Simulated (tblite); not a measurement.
# Al16H17N17: the cost of one run

Computed with tblite 0.8.0 and PySCF 2.14.0 and routines of our own; the level stands in each step. Atoms count from 0.

## 1. The starting structure

50 atoms, charge 0, multiplicity 1; geometry from: force field, distance geometry or constructed start.

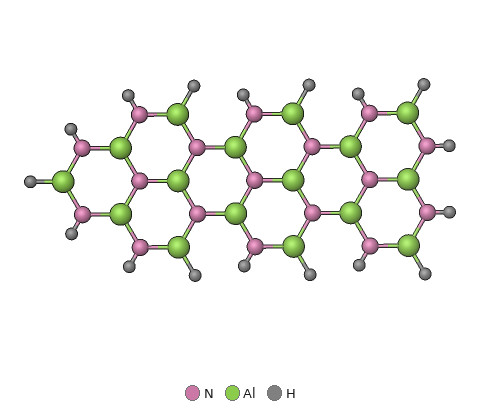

The starting geometry (nitrogen pink, aluminium green, hydrogen grey); sticks join atoms by distance alone.

## 2. Relaxing the molecule with GFN2-xTB

The job: settings as JSON, then the geometry in Å.

```
{"job": {"kind": "relax", "xc": "GFN2-xTB", "basis": "xTB"}, "charge": 0, "multiplicity": 1}
N      1.563700    -2.609800    -0.001600
Al    -0.003200    -1.705400    -0.006900
N     -1.553600    -2.610300     0.001000
Al    -1.559500    -4.403600    -0.006200
N     -0.001000    -5.309200     0.003400
Al     1.555500    -4.408500    -0.002600
N      0.000100     5.493700    -0.003300
Al    -1.555400     6.394700     0.001500
N     -3.115000     5.489900    -0.000400
Al    -3.120500     3.691200     0.001600
N     -1.560900     2.790800    -0.002100
Al    -0.002500     3.690000    -0.000000
N     -3.121100    -5.307300     0.005000
Al    -3.115500    -7.108600    -0.002700
N     -1.561000    -8.002900     0.000200
Al    -0.001900    -7.107400     0.006300
N      3.118100     5.493900     0.000900
Al     1.557700     6.388600    -0.001000
N      1.558200     2.793800     0.002500
Al     3.120500     3.692900     0.002700
N      3.115400     0.095800     0.001500
Al     1.557900     0.993500    -0.000200
N      0.003400     0.096600     0.006600
Al     3.113500    -1.712300    -0.001500
Al    -1.558300     0.994600     0.000900
N      3.111600    -5.308900     0.002500
N      1.559500    -8.005700    -0.000700
Al     3.117100    -7.107400     0.001200
N     -3.117100     0.092400    -0.002000
Al    -3.116600    -1.707600     0.003400
N      1.562400     8.192600    -0.001100
Al    -0.001900     9.093300     0.000200
N     -1.559800     8.192100    -0.001900
H     -4.016300     6.010700     0.003700
H     -4.450200     2.923800    -0.003300
H     -4.017900    -4.785800    -0.002900
H     -4.452200    -7.877900    -0.004100
H     -1.557900    -9.045500    -0.002600
H      4.019500     6.008100    -0.000100
H      4.446600     2.925400     0.001200
H      4.018300     0.609700     0.003800
H      4.457300    -2.483600     0.003700
H      4.023300    -4.787000    -0.003600
H      1.561400    -9.048500    -0.001800
H      4.447700    -7.876300     0.002400
H     -4.020300     0.613600    -0.003400
H     -4.449000    -2.477900    -0.000600
H      2.459200     8.714600     0.002300
H      0.001600    10.632400     0.000200
H     -2.457600     8.712700     0.002000
```

Started as:

```sh
$ OMP_NUM_THREADS=4 python large_run.py task.json out
```

One launch serves the whole session: the jobs run in the order shown.

Q: Estimate the wall time and peak memory of this first job on 4 threads of Intel Xeon 6975P-C, shared host.

About 8.5 s, with a peak of 0.16 GiB.
